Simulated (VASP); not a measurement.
# Gd (Gadolinium): structure and properties in VASP, part 4 of 11

Aim: relax Gd (Gadolinium), then compute properties on the relaxed cell. The start is a cell from a database of measured crystal structures.

VASP 6.6.1, plane waves and PAW; the level of theory is named at each step.

Still holding for the runs below: The k-mesh is coarse for a metal.

So far, moment of the cell, from the last line of the log (μB): step 2 (magnetic order: ferromagnetic) 15.7.

## Step 5: Magnetic order: antiferromagnetic, q = (1/2, 1/2, 1/2)

Level of this step: PBEsol, DFT+U (Gd f 5 eV), spin-polarised from an antiferromagnetic start; plane waves and PAW (Gd) (VASP).

Next, a pattern with opposite moments, which needs a doubled cell; q is given in the reciprocal vectors of the primitive cell.

Contents of INCAR:

```
SYSTEM = Gd
PREC = Accurate
ENCUT = 450
EDIFF = 1E-06
NELM = 150
ISMEAR = 1
SIGMA = 0.2
LREAL = .FALSE.
ALGO = Normal
GGA = PS
NBANDS = 46
ISPIN = 2
MAGMOM = 7 -7 7 -7
LDAU = .TRUE.
LDAUTYPE = 2
LDAUL = 3
LDAUU = 5
LDAUJ = 0
LDAUPRINT = 1
LASPH = .TRUE.
LMAXMIX = 6
AMIX = 0.2
BMIX = 1E-04
AMIX_MAG = 0.8
BMIX_MAG = 1E-04
LORBIT = 11
LWAVE = .FALSE.
LCHARG = .FALSE.
KPAR = 4
ISIF = 2
```

Contents of POSCAR:

```
Gd
1.0
    7.2720000000      0.0000000000      0.0000000000
    1.8180000000      3.1488683682      0.0000000000
    3.6360000000      0.0000000000      5.7826000000
Gd
4
Direct
    0.7083333333      0.6666666667      0.2500000000
    0.2083333333      0.6666666667      0.2500000000
    0.7916666667      0.3333333333      0.7500000000
    0.2916666667      0.3333333333      0.7500000000
```

Contents of KPOINTS:

```
Automatic mesh
0
Gamma
7 7 7
0 0 0
```

The projector-augmented-wave data sets are Gd (PBE family, release 64).

Run with:

```bash
$ mpirun -np 4 vasp_std
```

The log of the run:

```text
[... set-up lines as in an earlier step ...]
 entering main loop
       N       E                     dE             d eps       ncg     rms          rms(c)
DAV:   1     0.850524175810E+03    0.85052E+03   -0.18035E+04 22556   0.660E+03
DAV:   2     0.326558973775E+03   -0.52397E+03   -0.46292E+03 28800   0.843E+02
DAV:   3     0.507889103617E+02   -0.27577E+03   -0.26994E+03 31384   0.503E+02
DAV:   4    -0.853710765576E+01   -0.59326E+02   -0.58430E+02 35316   0.217E+02
DAV:   5    -0.200389092888E+02   -0.11502E+02   -0.11364E+02 36398   0.110E+02    0.271E+02
DAV:   6    -0.420164014156E+02   -0.21977E+02   -0.35049E+01 32560   0.113E+02    0.216E+02
DAV:   7    -0.448198112135E+02   -0.28034E+01   -0.24631E+01 36576   0.491E+01    0.112E+02
DAV:   8    -0.454374266400E+02   -0.61762E+00   -0.12722E+01 34328   0.343E+01    0.329E+01
DAV:   9    -0.465439124055E+02   -0.11065E+01   -0.54079E+00 35616   0.262E+01    0.394E+01
DAV:  10    -0.467513805203E+02   -0.20747E+00   -0.20419E+00 36552   0.104E+01    0.352E+01
DAV:  11    -0.468175592368E+02   -0.66179E-01   -0.64503E-01 35216   0.776E+00    0.556E+01
DAV:  12    -0.468527896082E+02   -0.35230E-01   -0.29746E-01 36666   0.485E+00    0.136E+01
DAV:  13    -0.468617745196E+02   -0.89849E-02   -0.10454E-01 35464   0.307E+00    0.890E+00
DAV:  14    -0.468649146209E+02   -0.31401E-02   -0.45251E-02 36688   0.218E+00    0.807E+00
DAV:  15    -0.468665014644E+02   -0.15868E-02   -0.17080E-02 35824   0.990E-01    0.728E+00
DAV:  16    -0.468669369896E+02   -0.43553E-03   -0.97303E-03 36600   0.107E+00    0.854E-01
DAV:  17    -0.468674914576E+02   -0.55447E-03   -0.48088E-03 36080   0.565E-01    0.374E+00
DAV:  18    -0.468676385242E+02   -0.14707E-03   -0.27755E-03 36720   0.496E-01    0.881E-01
DAV:  19    -0.468677667358E+02   -0.12821E-03   -0.13147E-03 36120   0.274E-01    0.845E-01
DAV:  20    -0.468678408239E+02   -0.74088E-04   -0.79290E-04 36720   0.237E-01    0.271E-01
DAV:  21    -0.468678845578E+02   -0.43734E-04   -0.45495E-04 36304   0.157E-01    0.147E-01
DAV:  22    -0.468679135558E+02   -0.28998E-04   -0.28885E-04 36464   0.131E-01    0.225E-01
DAV:  23    -0.468679307019E+02   -0.17146E-04   -0.17567E-04 36088   0.949E-02    0.188E-01
DAV:  24    -0.468679414995E+02   -0.10798E-04   -0.11506E-04 34688   0.781E-02    0.269E-02
DAV:  25    -0.468679485437E+02   -0.70442E-05   -0.71539E-05 30632   0.583E-02    0.310E-03
DAV:  26    -0.468679533047E+02   -0.47610E-05   -0.47436E-05 27048   0.499E-02    0.512E-03
DAV:  27    -0.468679562799E+02   -0.29752E-05   -0.29801E-05 20736   0.391E-02    0.772E-03
DAV:  28    -0.468679582885E+02   -0.20087E-05   -0.20230E-05 18784   0.357E-02    0.322E-03
DAV:  29    -0.468679596888E+02   -0.14002E-05   -0.13542E-05 17744   0.293E-02    0.892E-03
DAV:  30    -0.468679606157E+02   -0.92696E-06   -0.92663E-06 17416   0.265E-02
   1 F= -.46867961E+02 E0= -.46864551E+02  d E =-.102282E-01  mag=     0.0000
```

Wall time 15 min (4 MPI ranks of Intel Xeon Platinum 8259CL at 2.50GHz (Skylake/Cascade Lake), shared host); peak memory 3.1 GiB; 49 min of CPU time.

From OUTCAR (step 5):

```text
   k-points           NKPTS =    100   k-points in BZ     NKDIM =    100   number of bands    NBANDS=     46

   ENCUT  =  450.0 eV  33.07 Ry    5.75 a.u.  12.58  6.29 11.81*2*pi/ulx,y,z

   NELECT =      72.0000    total number of electrons

atom =   1  type =  1  l = 3

 onsite density matrix

spin component  1

  0.9895  0.0000  0.0000 -0.0001 -0.0000 -0.0000 -0.0000
  0.0000  0.9896 -0.0000 -0.0001 -0.0000 -0.0000 -0.0000
  0.0000 -0.0000  0.9892 -0.0000 -0.0000 -0.0000 -0.0000
 -0.0001 -0.0001 -0.0000  0.9894  0.0000  0.0000  0.0000
 -0.0000 -0.0000 -0.0000  0.0000  0.9893 -0.0000 -0.0000
 -0.0000 -0.0000 -0.0000  0.0000 -0.0000  0.9895 -0.0000
 -0.0000 -0.0000 -0.0000  0.0000 -0.0000 -0.0000  0.9893

spin component  2

  0.0028 -0.0001 -0.0001  0.0003  0.0001  0.0000  0.0000
 -0.0001  0.0016 -0.0001  0.0003  0.0001  0.0001 -0.0001
 -0.0001 -0.0001  0.0007  0.0001 -0.0000  0.0000 -0.0000
  0.0003  0.0003  0.0001  0.0026 -0.0001 -0.0001 -0.0000
  0.0001  0.0001 -0.0000 -0.0001  0.0007 -0.0001 -0.0000
  0.0000  0.0001  0.0000 -0.0001 -0.0001  0.0017 -0.0001
  0.0000 -0.0001 -0.0000 -0.0000 -0.0000 -0.0001  0.0006

 occupancies and eigenvectors

  o =  0.0006  v =  0.0000  0.0000  0.0000  0.0000  0.0000  0.0000  0.0000  0.0000  0.0426  0.1657 -0.0000  0.0957  0.0737  0.9778      0.0000  0.0000  0.0000  0.0000  0.0000  0.0000  0.0000  0.0000  0.0000  0.0000  0.0000  0.0000  0.0000  0.0000
  o =  0.0007  v =  0.0000  0.0000  0.0000  0.0000  0.0000  0.0000  0.0000 -0.0805 -0.1462 -0.4880  0.1115  0.8453  0.0844 -0.0000      0.0000  0.0000  0.0000  0.0000  0.0000  0.0000  0.0000  0.0000  0.0000  0.0000  0.0000  0.0000  0.0000  0.0000
  o =  0.0007  v =  0.0000  0.0000  0.0000  0.0000  0.0000  0.0000  0.0000 -0.0000 -0.0029 -0.8498  0.0000 -0.4906 -0.0050  0.1926      0.0000  0.0000  0.0000  0.0000  0.0000  0.0000  0.0000  0.0000  0.0000  0.0000  0.0000  0.0000  0.0000  0.0000
  o =  0.0015  v =  0.0000  0.0000  0.0000  0.0000  0.0000  0.0000  0.0000  0.1164  0.8110 -0.1008 -0.2624  0.1745 -0.4682 -0.0000      0.0000  0.0000  0.0000  0.0000  0.0000  0.0000  0.0000  0.0000  0.0000  0.0000  0.0000  0.0000  0.0000  0.0000
  o =  0.0018  v =  0.0000  0.0000  0.0000  0.0000  0.0000  0.0000  0.0000  0.0000  0.4982 -0.0191 -0.0000 -0.0110  0.8629 -0.0824      0.0000  0.0000  0.0000  0.0000  0.0000  0.0000  0.0000  0.0000  0.0000  0.0000  0.0000  0.0000  0.0000  0.0000
  o =  0.0025  v =  0.0000  0.0000  0.0000  0.0000  0.0000  0.0000  0.0000  0.5708 -0.2610 -0.0409 -0.7594  0.0708  0.1507  0.0000      0.0000  0.0000  0.0000  0.0000  0.0000  0.0000  0.0000  0.0000  0.0000  0.0000  0.0000  0.0000  0.0000  0.0000
  o =  0.0031  v =  0.0000  0.0000  0.0000  0.0000  0.0000  0.0000  0.0000 -0.8088 -0.0529  0.0052 -0.5848 -0.0091  0.0305  0.0000      0.0000  0.0000  0.0000  0.0000  0.0000  0.0000  0.0000  0.0000  0.0000  0.0000  0.0000  0.0000  0.0000  0.0000
  o =  0.9892  v =  0.0000 -0.0431 -0.7384  0.0000 -0.4263 -0.0746 -0.5155  0.0000  0.0000  0.0000  0.0000  0.0000  0.0000  0.0000      0.0000  0.0000  0.0000  0.0000  0.0000  0.0000  0.0000  0.0000  0.0000  0.0000  0.0000  0.0000  0.0000  0.0000
  o =  0.9893  v =  0.0163 -0.0109 -0.4961 -0.1223  0.8593  0.0063 -0.0000  0.0000  0.0000  0.0000  0.0000  0.0000  0.0000  0.0000      0.0000  0.0000  0.0000  0.0000  0.0000  0.0000  0.0000  0.0000  0.0000  0.0000  0.0000  0.0000  0.0000  0.0000
  o =  0.9893  v =  0.0000 -0.0321 -0.4430 -0.0000 -0.2558 -0.0557  0.8568  0.0000  0.0000  0.0000  0.0000  0.0000  0.0000  0.0000      0.0000  0.0000  0.0000  0.0000  0.0000  0.0000  0.0000  0.0000  0.0000  0.0000  0.0000  0.0000  0.0000  0.0000
  o =  0.9894  v =  0.4391  0.1876 -0.0511  0.8659  0.0885 -0.1083 -0.0000  0.0000  0.0000  0.0000  0.0000  0.0000  0.0000  0.0000      0.0000  0.0000  0.0000  0.0000  0.0000  0.0000  0.0000  0.0000  0.0000  0.0000  0.0000  0.0000  0.0000  0.0000
[...]
o =  0.0031  v = -0.8088 -0.0529  0.0052 -0.5848 -0.0091  0.0305  0.0000  0.0000  0.0000  0.0000  0.0000  0.0000  0.0000  0.0000      0.0000  0.0000  0.0000  0.0000  0.0000  0.0000  0.0000  0.0000  0.0000  0.0000  0.0000  0.0000  0.0000  0.0000
  o =  0.9892  v =  0.0000  0.0000  0.0000  0.0000  0.0000  0.0000  0.0000  0.0000 -0.0431 -0.7384  0.0000 -0.4263 -0.0746 -0.5155      0.0000  0.0000  0.0000  0.0000  0.0000  0.0000  0.0000  0.0000  0.0000  0.0000  0.0000  0.0000  0.0000  0.0000
  o =  0.9893  v =  0.0000  0.0000  0.0000  0.0000  0.0000  0.0000  0.0000  0.0163 -0.0109 -0.4961 -0.1223  0.8593  0.0063 -0.0000      0.0000  0.0000  0.0000  0.0000  0.0000  0.0000  0.0000  0.0000  0.0000  0.0000  0.0000  0.0000  0.0000  0.0000
  o =  0.9893  v =  0.0000  0.0000  0.0000  0.0000  0.0000  0.0000  0.0000  0.0000 -0.0321 -0.4430 -0.0000 -0.2558 -0.0557  0.8568      0.0000  0.0000  0.0000  0.0000  0.0000  0.0000  0.0000  0.0000  0.0000  0.0000  0.0000  0.0000  0.0000  0.0000
  o =  0.9894  v =  0.0000  0.0000  0.0000  0.0000  0.0000  0.0000  0.0000  0.4391  0.1876 -0.0511  0.8659  0.0885 -0.1083 -0.0000      0.0000  0.0000  0.0000  0.0000  0.0000  0.0000  0.0000  0.0000  0.0000  0.0000  0.0000  0.0000  0.0000  0.0000
  o =  0.9895  v =  0.0000  0.0000  0.0000  0.0000  0.0000  0.0000  0.0000  0.0000  0.4971 -0.0926  0.0000 -0.0535  0.8610  0.0107      0.0000  0.0000  0.0000  0.0000  0.0000  0.0000  0.0000  0.0000  0.0000  0.0000  0.0000  0.0000  0.0000  0.0000
  o =  0.9895  v =  0.0000  0.0000  0.0000  0.0000  0.0000  0.0000  0.0000 -0.7642  0.5195 -0.0244  0.2317  0.0422 -0.3000  0.0000      0.0000  0.0000  0.0000  0.0000  0.0000  0.0000  0.0000  0.0000  0.0000  0.0000  0.0000  0.0000  0.0000  0.0000
  o =  0.9896  v =  0.0000  0.0000  0.0000  0.0000  0.0000  0.0000  0.0000 -0.4721 -0.6669 -0.0252  0.4261  0.0437  0.3850  0.0000      0.0000  0.0000  0.0000  0.0000  0.0000  0.0000  0.0000  0.0000  0.0000  0.0000  0.0000  0.0000  0.0000  0.0000

atom =   3  type =  1  l = 3

 onsite density matrix

spin component  1

spin component  2

 occupancies and eigenvectors

atom =   4  type =  1  l = 3

 onsite density matrix

spin component  1

spin component  2

 occupancies and eigenvectors

 E-fermi :   2.8674

 spin component 1
 k-point     1 :       0.0000    0.0000    0.0000
  band No.  band energies     occupation
    ...
     32       0.7297      1.00000
     33       1.0488      1.00000
     34       1.0568      1.00000
     35       2.7562      0.89920
     36       2.8237      0.68009
     37       4.1391     -0.00000
     38       4.5245     -0.00000
     39       4.5294     -0.00000
     40       4.6160     -0.00000
     41       4.7159     -0.00000
    ...

 k-point     2 :       0.1429    0.0000    0.0000
  band No.  band energies     occupation
    ...
     31      -1.7015      1.00000
     32       0.8129      1.00000
     33       0.9659      1.00000
     34       1.2012      1.00000
     35       2.6874      1.01140
     36       2.8979      0.37245
     37       3.9307     -0.00000
     38       4.2512     -0.00000
     39       4.4933     -0.00000
     40       4.5301     -0.00000
    ...

  Total       -1.2165473     -1.5751661     -2.2224882     -0.3105730      0.1629936     -0.2823127
  in kB      -14.7200077    -19.0592325    -26.8917164     -3.7578788      1.9721942     -3.4159340
  external PRESSURE =     -20.2236522 kB  Pullay stress =       0.0000000 kB

 POSITION                                       TOTAL-FORCE (eV/Angst)
 -----------------------------------------------------------------------------------
      7.27200      2.09925      1.44565        -0.013963      0.008062     -0.063614
      3.63600      2.09925      1.44565        -0.013963      0.008062     -0.063614
      9.09000      1.04962      4.33695         0.013963     -0.008062      0.063614
      5.45400      1.04962      4.33695         0.013963     -0.008062      0.063614
 -----------------------------------------------------------------------------------
    total drift:                                0.000000      0.000000      0.000000

  FREE ENERGIE OF THE ION-ELECTRON SYSTEM (eV)
  ---------------------------------------------------
  free  energy   TOTEN  =       -46.8679606157 eV

  energy  without entropy=      -46.8577324020  energy(sigma->0) =      -46.86455121

 magnetization (x)
# of ion       s       p       d       f       tot
--------------------------------------------------
    1        0.010  -0.068   0.201   6.910   7.053
    2       -0.010   0.068  -0.201  -6.910  -7.053
    3        0.010  -0.068   0.201   6.910   7.053
    4       -0.010   0.068  -0.201  -6.910  -7.053
--------------------------------------------------
tot          0.000   0.000   0.000  -0.000  -0.000

[... 15 further parts left out ...]
```

At this level the cell is under a tension of 2.0 GPa, so at these settings it is away from equilibrium.

Numbers from this step:

```
irreducible k-points    : 100
symmetry operations     : 4
free energy (TOTEN)     : -46.87 eV
energy at zero smearing : -46.86 eV
Fermi energy            : 2.867 eV
pressure                : -2.022 GPa
```

Spin moment in the PAW sphere by atom:

```tsv
atom	spin moment in the PAW sphere (μB)
Gd1	7.05
Gd2	-7.05
Gd3	7.05
Gd4	-7.05
```

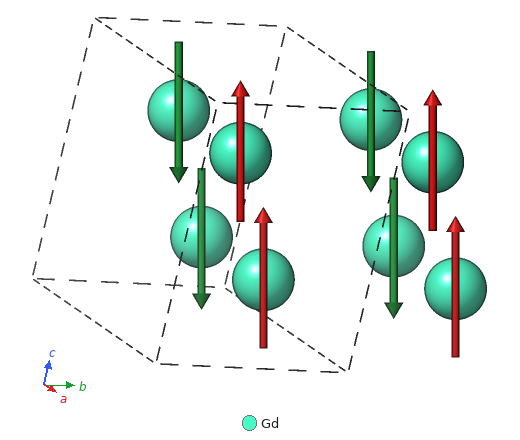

Spin moment in the PAW sphere as arrows, the longest 7.05 μB. Up and down stand for the sign. Arrows give size and sign along the axis of quantisation, drawn up and down the page. The two directions have two colours. 1×2×1 cells are drawn.

Force by atom:

```tsv
atom	x (eV/Å)	y (eV/Å)	z (eV/Å)	size
Gd1	-0.0140	0.0081	-0.0636	0.0656
Gd2	-0.0140	0.0081	-0.0636	0.0656
Gd3	0.0140	-0.0081	0.0636	0.0656
Gd4	0.0140	-0.0081	0.0636	0.0656
```

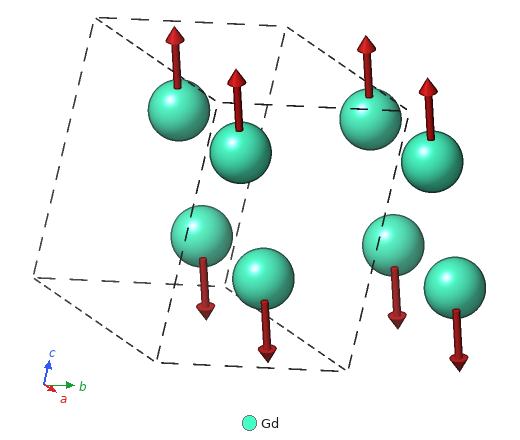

Force as arrows, the longest 0.0656 eV/Å. 1×2×1 cells are drawn.

The energy lies +49.2 meV an atom from the first pattern. The run ends antiferromagnetic with a largest moment of 7.05 μB, and the mesh shows no gap.

(Part 4 of 11 ends here.)

[Lines on the potential files, build, host, timing and source positions are cut from VASP's logs without a mark.]

[Logs are printed without paths, hosts, clocks, repeated set-up lines and the standing remarks that a program may print on its own settings, such as how far it seeks lower states.]

[Hosts, paths, dates, database ids (printed as entryN), source tags and the programs' standing remarks are cut or masked in the printed files.]

[A measured line is paired with the nearest computed mode of its activity, which favours agreement.]
